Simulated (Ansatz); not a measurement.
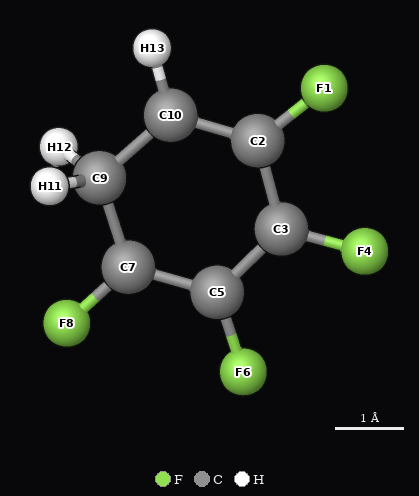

*The starting structure (ball-and-stick view, seen at a tilt; atoms are numbered from 1 in the order of the input).*

Bond lengths as drawn: C–C 1.35 to 1.47 Å, C–F 1.28 to 1.31 Å and C–H 1.08 to 1.10 Å.

**Geometry relaxation, with input and output: C6H3F4 (charge +1)**

System: C6H3F4, charge +1, SMILES FC1=C(F)C(F)=C(F)C[CH+]1.
Method: RKS PBE0-D4/def2-SVP (Ansatz 0.2.0).

Figures and captions count atoms from 1; the log counts them from 0 in places.

Input file
```yaml
crystal:
  periodic: [false, false, false]
  atoms:
    - { symbol: F, position_ang: [1.9972728, -1.8676954, 0.37664351] }
    - { symbol: C, position_ang: [0.85914499, -1.25818229, 0.17431624] }
    - { symbol: C, position_ang: [0.89491185, 0.1658349, 0.13837786] }
    - { symbol: F, position_ang: [2.02004426, 0.75482473, 0.30341009] }
    - { symbol: C, position_ang: [-0.24683329, 0.95026472, -0.06954224] }
    - { symbol: F, position_ang: [-0.14413358, 2.24874367, -0.09086831] }
    - { symbol: C, position_ang: [-1.44190346, 0.30362214, -0.24417265] }
    - { symbol: F, position_ang: [-2.5200194, 0.98365809, -0.43857813] }
    - { symbol: C, position_ang: [-1.54945785, -1.15282863, -0.21927127] }
    - { symbol: C, position_ang: [-0.30958316, -1.90460804, 0.00386129] }
    - { symbol: H, position_ang: [-2.02518376, -1.48258767, -1.16020216] }
    - { symbol: H, position_ang: [-2.3017308, -1.43344781, 0.53943541] }
    - { symbol: H, position_ang: [-0.34636859, -2.98791842, 0.02965033] }
total_charge: 1
basis:
  gaussian: { orbitals: def2-SVP }
hamiltonian:
  xc: pbe0
  dispersion: d4
relax:
  f_tol: 0.004
  max_steps: 80
```

Command:
```bash
ansatz run input.yaml --threads 4 --pin off --max-ram 10240MiB --backend cpu --events-out ev --progress --plain --runs-dir out
```

The program's output
```
The last accepted step is kept in [file] (removed where the run ends without a failure and the disk answers)
Engine: ansatz 0.2.0, x86_64-unknown-linux-gnu
Functional definition: PBE0
  parameter a = 0.25
  parameter kappa = 0.804
  parameter beta = 0.06672455060314922
  exchange = (1 - a)*pbe_x(kappa = kappa, mu = beta*pi^2/3) + a*exact_x
  correlation = pbe_c(beta = beta)
1728 factors; integrals over basis functions are off by at most 4.4e-4 eV
mean field evaluation 1: about -17092.3826 eV, gradient 5.4e1 eV
mean field evaluation 2: about -17092.1919 eV, gradient 5.5e1 eV
mean field evaluation 4: about -17097.9805 eV, gradient 2.6e0 eV
mean field evaluation 8: about -17098.0830 eV, gradient 1.4e-1 eV
mean field evaluation 16: about -17098.0830 eV, gradient 4.4e-5 eV
mean field -17098.08299677 eV, -628.3429606343 hartree, gradient 1.4e-5 eV, S^2 0.000000; 0 other end points of the search recorded, 0 dependent functions left out
the calculation of the forces begins
reference -17098.08301420 eV, -628.3429612750 hartree; 37, 37 occupied and 118, 118 virtual orbitals, 1728 factors
relax step   1: F+E_penalty+E_count = -17098.35958948 eV  Δ(F+E_penalty+E_count) = +0.000e0 eV  max|allowed force component| = 6.557e-1 eV/Å  Δτ_max = 0.0000 Å  (30 SCF iters, accepted)
these checks for a lower state are left out or cut short: starts, cluster_reference, orbital_swaps, neighbouring_geometries, increment
1728 factors; integrals over basis functions are off by at most 4.4e-4 eV
mean field -17098.09512053 eV, -628.3434061744 hartree, gradient 9.6e-6 eV, S^2 0.000000; 0 other end points of the search recorded, 0 dependent functions left out
the calculation of the forces begins
reference -17098.09513801 eV, -628.3434068169 hartree; 37, 37 occupied and 118, 118 virtual orbitals, 1728 factors
relax step   2: F+E_penalty+E_count = -17098.37111919 eV  Δ(F+E_penalty+E_count) = -1.153e-2 eV  max|allowed force component| = 2.251e-1 eV/Å  Δτ_max = 0.0101 Å  (34 SCF iters, accepted)
these checks for a lower state are left out or cut short: starts, cluster_reference, orbital_swaps, neighbouring_geometries, increment
1728 factors; integrals over basis functions are off by at most 4.4e-4 eV
mean field -17098.09655605 eV, -628.3434589286 hartree, gradient 8.9e-6 eV, S^2 0.000000; 0 other end points of the search recorded, 0 dependent functions left out
the calculation of the forces begins
reference -17098.09657356 eV, -628.3434595722 hartree; 37, 37 occupied and 118, 118 virtual orbitals, 1728 factors
relax step   3: F+E_penalty+E_count = -17098.37233356 eV  Δ(F+E_penalty+E_count) = -1.214e-3 eV  max|allowed force component| = 2.120e-2 eV/Å  Δτ_max = 0.0038 Å  (27 SCF iters, accepted)
these checks for a lower state are left out or cut short: starts, cluster_reference, orbital_swaps, neighbouring_geometries, increment
1728 factors; integrals over basis functions are off by at most 4.4e-4 eV
mean field evaluation 32: about -17098.0102 eV, gradient 2.4e-1 eV
mean field -17098.09656825 eV, -628.3434593770 hartree, gradient 5.6e-5 eV, S^2 0.000000; 0 other end points of the search recorded, 0 dependent functions left out
the calculation of the forces begins
reference -17098.09658576 eV, -628.3434600207 hartree; 37, 37 occupied and 118, 118 virtual orbitals, 1728 factors
relax step   4: F+E_penalty+E_count = -17098.37234758 eV  Δ(F+E_penalty+E_count) = -1.402e-5 eV  max|allowed force component| = 6.850e-3 eV/Å  Δτ_max = 0.0006 Å  (22 SCF iters, accepted)
these checks for a lower state are left out or cut short: starts, cluster_reference, orbital_swaps, neighbouring_geometries, increment
1728 factors; integrals over basis functions are off by at most 4.4e-4 eV
mean field -17098.09656855 eV, -628.3434593879 hartree, gradient 2.6e-5 eV, S^2 0.000000; 0 other end points of the search recorded, 0 dependent functions left out
the calculation of the forces begins
reference -17098.09658606 eV, -628.3434600316 hartree; 37, 37 occupied and 118, 118 virtual orbitals, 1728 factors
relax step   5: F+E_penalty+E_count = -17098.37235018 eV  Δ(F+E_penalty+E_count) = -2.605e-6 eV  max|allowed force component| = 5.990e-4 eV/Å  Δτ_max = 0.0005 Å  (21 SCF iters, accepted)
```

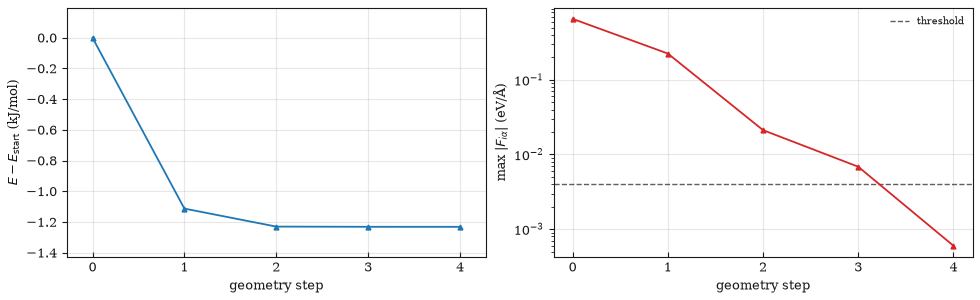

*Progress of the relaxation, step by step (the first geometry is step 0 here and step 1 in the log).*

The largest moves after the best rigid fit, 0.014 Å, are those of H11 and H13. Largest moves by element: H 0.014 Å, C 0.010 Å, F 0.008 Å. Among the contacts that change: C2–C10 1.346 → 1.356 Å, C10–H13 1.084 → 1.094 Å, C5–C7 1.370 → 1.379 Å, C9–H11 1.105 → 1.113 Å. Over 4 geometry steps the energy falls by 1.23 kJ/mol. The largest force component goes from 0.66 to 0.0006 eV/Å. (Atoms are counted from 1 in the order of the input.)

```
1728 factors; integrals over basis functions are off by at most 4.4e-4 eV
mean field -17098.09656855 eV, -628.3434593879 hartree, gradient 2.6e-5 eV, S^2 0.000000; 1 other end points of the search recorded, 0 dependent functions left out
the calculation of the forces begins
reference -17098.09658606 eV, -628.3434600316 hartree; 37, 37 occupied and 118, 118 virtual orbitals, 1728 factors
Total energy: -17098.37236770 eV, -628.3535948198 hartree
Atom 0 at     2.003483    -1.868109     0.377615 Å, force    -0.000407     0.000004    -0.000052 eV/Å
Atom 1 at     0.868992    -1.261100     0.175962 Å, force    -0.000317     0.000487    -0.000062 eV/Å
Atom 2 at     0.902972     0.170007     0.139660 Å, force     0.000599    -0.000593     0.000139 eV/Å
Atom 3 at     2.026964     0.757671     0.304701 Å, force    -0.000202     0.000280    -0.000055 eV/Å
Atom 4 at    -0.244527     0.958013    -0.069409 Å, force    -0.000281    -0.000329     0.000056 eV/Å
Atom 5 at    -0.143039     2.253781    -0.090806 Å, force    -0.000167    -0.000157    -0.000021 eV/Å
Atom 6 at    -1.448130     0.307686    -0.245433 Å, force     0.000408     0.000249     0.000000 eV/Å
Atom 7 at    -2.523511     0.986398    -0.439511 Å, force     0.000328    -0.000108     0.000023 eV/Å
Atom 8 at    -1.552841    -1.153614    -0.219824 Å, force    -0.000371     0.000169    -0.000271 eV/Å
Atom 9 at    -0.310571    -1.907829     0.003677 Å, force    -0.000080     0.000002    -0.000015 eV/Å
Atom 10 at    -2.037155    -1.486007    -1.164828 Å, force     0.000070    -0.000057     0.000186 eV/Å
Atom 11 at    -2.314110    -1.436418     0.540785 Å, force     0.000175    -0.000047     0.000052 eV/Å
Atom 12 at    -0.342366    -3.000800     0.030470 Å, force     0.000244     0.000100     0.000018 eV/Å
Dipole moment:    -0.679914    -0.758660    -0.088148 e Å
```

Trajectory as extended XYZ (Å, eV, eV/Å), 5 frames, from step=1 to step=5
```
13
Properties=species:S:1:pos:R:3:forces:R:3 step=1 energy=-17098.35959
F     1.9973   -1.8677    0.3766   -0.1249   0.0887  -0.0228
C     0.8591   -1.2582    0.1743    0.6557  -0.1694   0.1110
C     0.8949    0.1658    0.1384    0.3367   0.1605   0.0503
F     2.0200    0.7548    0.3034   -0.0682  -0.0520  -0.0095
C    -0.2468    0.9503   -0.0695    0.1591   0.5036   0.0107
F    -0.1441    2.2487   -0.0909   -0.0141  -0.1145   0.0012
C    -1.4419    0.3036   -0.2442   -0.5397   0.0402  -0.0883
F    -2.5200    0.9837   -0.4386    0.1041  -0.0647   0.0186
C    -1.5495   -1.1528   -0.2193    0.1880   0.0502   0.0285
C    -0.3096   -1.9046    0.0039   -0.3842   0.0492  -0.0635
H    -2.0252   -1.4826   -1.1602   -0.1387  -0.0771  -0.2032
H    -2.3017   -1.4334    0.5394   -0.1966  -0.0668   0.1535
H    -0.3464   -2.9879    0.0296    0.0228  -0.3479   0.0138
13
Properties=species:S:1:pos:R:3:forces:R:3 step=2 energy=-17098.37112
F     2.0025   -1.8677    0.3775   -0.0780   0.0492  -0.0141
C     0.8660   -1.2595    0.1754    0.2251  -0.1100   0.0398
C     0.9009    0.1690    0.1393    0.0920   0.0612   0.0130
F     2.0251    0.7573    0.3042   -0.0230  -0.0191  -0.0031
C    -0.2451    0.9558   -0.0694    0.0512   0.1641   0.0035
F    -0.1431    2.2527   -0.0908   -0.0091  -0.0561   0.0002
C    -1.4460    0.3062   -0.2449   -0.1852   0.0352  -0.0309
F    -2.5227    0.9853   -0.4392    0.0530  -0.0295   0.0093
C    -1.5522   -1.1535   -0.2197    0.0810   0.0025   0.0125
C    -0.3101   -1.9074    0.0038   -0.1248   0.0285  -0.0210
H    -2.0334   -1.4849   -1.1639   -0.0426  -0.0226  -0.0576
H    -2.3106   -1.4356    0.5406   -0.0588  -0.0197   0.0428
H    -0.3452   -2.9979    0.0301    0.0193  -0.0836   0.0056
13
Properties=species:S:1:pos:R:3:forces:R:3 step=3 energy=-17098.37233
F     2.0035   -1.8679    0.3776   -0.0087   0.0065  -0.0016
C     0.8688   -1.2608    0.1759    0.0198  -0.0212   0.0038
C     0.9031    0.1702    0.1397   -0.0128   0.0049  -0.0022
F     2.0270    0.7578    0.3046    0.0029   0.0002   0.0005
C    -0.2446    0.9582   -0.0694    0.0094  -0.0015   0.0017
F    -0.1429    2.2539   -0.0908   -0.0023  -0.0016  -0.0003
C    -1.4479    0.3076   -0.2453   -0.0110   0.0041  -0.0019
F    -2.5236    0.9862   -0.4394    0.0056  -0.0020   0.0009
C    -1.5529   -1.1537   -0.2198    0.0100  -0.0066   0.0014
C    -0.3104   -1.9082    0.0038   -0.0196   0.0146  -0.0036
H    -2.0368   -1.4860   -1.1651   -0.0008   0.0006   0.0020
H    -2.3140   -1.4365    0.5409    0.0000   0.0006  -0.0018
H    -0.3433   -3.0012    0.0304    0.0075   0.0013   0.0011
13
Properties=species:S:1:pos:R:3:forces:R:3 step=4 energy=-17098.37235
F     2.0035   -1.8680    0.3776   -0.0004   0.0009  -0.0001
C     0.8689   -1.2610    0.1759    0.0038  -0.0061   0.0009
C     0.9031    0.1701    0.1397   -0.0062   0.0003  -0.0011
F     2.0270    0.7577    0.3047    0.0014   0.0006   0.0002
C    -0.2445    0.9581   -0.0694    0.0032  -0.0038   0.0007
F    -0.1430    2.2538   -0.0908   -0.0011   0.0012  -0.0002
C    -1.4481    0.3077   -0.2454   -0.0006   0.0008  -0.0001
F    -2.5235    0.9863   -0.4394    0.0002   0.0005  -0.0001
C    -1.5528   -1.1536   -0.2198    0.0030  -0.0020   0.0002
C    -0.3105   -1.9080    0.0037   -0.0069   0.0063  -0.0013
H    -2.0370   -1.4860   -1.1649   -0.0001   0.0003   0.0011
H    -2.3141   -1.4365    0.5408    0.0003   0.0003  -0.0008
H    -0.3428   -3.0010    0.0305    0.0034   0.0009   0.0005
13
Properties=species:S:1:pos:R:3:forces:R:3 step=5 energy=-17098.37235
F     2.0035   -1.8681    0.3776   -0.0004   0.0000  -0.0001
C     0.8690   -1.2611    0.1760   -0.0003   0.0005  -0.0001
C     0.9030    0.1700    0.1397    0.0006  -0.0006   0.0001
F     2.0270    0.7577    0.3047   -0.0002   0.0003  -0.0001
C    -0.2445    0.9580   -0.0694   -0.0003  -0.0003   0.0001
F    -0.1430    2.2538   -0.0908   -0.0002  -0.0002   0.0000
C    -1.4481    0.3077   -0.2454    0.0004   0.0002   0.0000
F    -2.5235    0.9864   -0.4395    0.0003  -0.0001   0.0000
C    -1.5528   -1.1536   -0.2198   -0.0004   0.0002  -0.0003
C    -0.3106   -1.9078    0.0037   -0.0001   0.0000   0.0000
H    -2.0372   -1.4860   -1.1648    0.0001  -0.0001   0.0002
H    -2.3141   -1.4364    0.5408    0.0002   0.0000   0.0001
H    -0.3424   -3.0008    0.0305    0.0002   0.0001   0.0000
```

Results in brief

| quantity | value |
| --- | --- |
| outcome | converged |
| total energy | −17098.3724 eV |
| mean-field energy | −17098.0966 eV |
| SCF solution under orbital rotations | stable |
| largest force (length of the vector) at the end | 0.001 eV/Å |
| hardware | 4 threads of Intel Xeon @ 2.50GHz (Skylake/Cascade Lake), 189 GiB of memory available, shared host |
| wall time | 44 s (CPU time 2.6 min) |
| peak memory | 0.52 GiB |
